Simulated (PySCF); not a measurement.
C6H11ClOSi

```yaml
atoms:
  - { symbol: Si, position_ang: [1.8916, -0.0359, -0.7232] }
  - { symbol: O, position_ang: [0.6443, -1.1280, -0.5359] }
  - { symbol: C, position_ang: [-0.5662, -0.8479, 0.1171] }
  - { symbol: C, position_ang: [-1.4625, -2.1086, 0.1701] }
  - { symbol: C, position_ang: [-2.6562, -1.5630, -0.6113] }
  - { symbol: Cl, position_ang: [-4.0096, -2.6770, -0.8357] }
  - { symbol: C, position_ang: [-1.9969, -0.8482, -1.8018] }
  - { symbol: C, position_ang: [-1.5001, 0.0836, -0.6747] }
  - { symbol: C, position_ang: [-2.8571, -0.1741, 0.0167] }
  - { symbol: H, position_ang: [2.1690, 0.6488, 0.5791] }
  - { symbol: H, position_ang: [3.0751, -0.8200, -1.1655] }
  - { symbol: H, position_ang: [1.5702, 1.0069, -1.7462] }
  - { symbol: H, position_ang: [-0.3656, -0.4402, 1.1260] }
  - { symbol: H, position_ang: [-0.9724, -2.9489, -0.3398] }
  - { symbol: H, position_ang: [-1.7401, -2.4161, 1.1881] }
  - { symbol: H, position_ang: [-1.2500, -1.4032, -2.3871] }
  - { symbol: H, position_ang: [-2.7368, -0.3658, -2.4547] }
  - { symbol: H, position_ang: [-1.1429, 1.1023, -0.8781] }
  - { symbol: H, position_ang: [-3.6815, 0.3814, -0.4506] }
  - { symbol: H, position_ang: [-2.9178, -0.1110, 1.1146] }
```

Geometry: PBE0-D3(BJ)/def2-SVP.

Computed with PBE0/pcSseg-1, SCF density, gas phase, non-relativistic in PySCF 2.14.0.

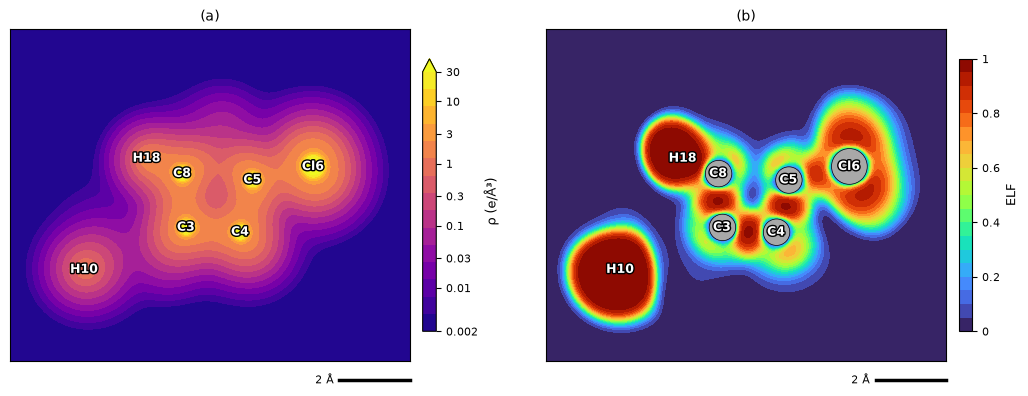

Figure 1. (a) electron density; (b) electron localisation function on the plane of atoms C4, C5 and Cl6. Grey discs cover the atomic cores in the ELF map.

Question: Describe what can be read from this map.

Answer: The plane passes through C, Cl and H nuclei.
C–C (1.53 Å): ρ is about 1.7 e/Å³ halfway; the ELF peaks at about 0.95 between the atoms (a shared electron pair).
C–Cl (1.77 Å): ρ at the midpoint is about 1.4 e/Å³; the ELF peaks at about 0.90 between the atoms, as expected for a shared electron pair.
C–H (1.10 Å): ρ is about 2 e/Å³ halfway; the ELF climbs to about 1 towards the hydrogen, as it does in any bond to H (a covalent bond by its length).
The ELF also peaks beside Cl6, away from the bonds: lone-pair regions.

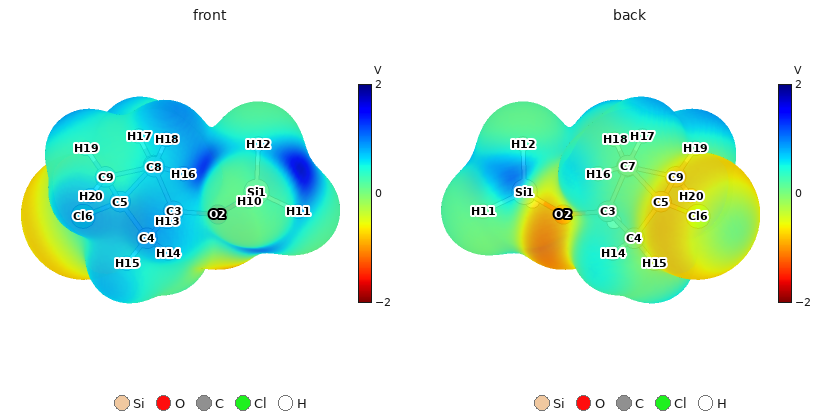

Figure 2. The molecular electrostatic potential painted on the density surface at 0.002 e/bohr³, seen from the front and from behind; the colour scale runs from red (negative) to blue (positive).

Question: Which sites attract a positive test charge, and which a negative one?

Answer: A positive charge is drawn to the negative regions and a negative charge to the positive ones. The most negative region (about −1.1 V) lies over O2, the most positive (about +1.5 V) over Si1. O2 is the likeliest acceptor of a hydrogen bond.
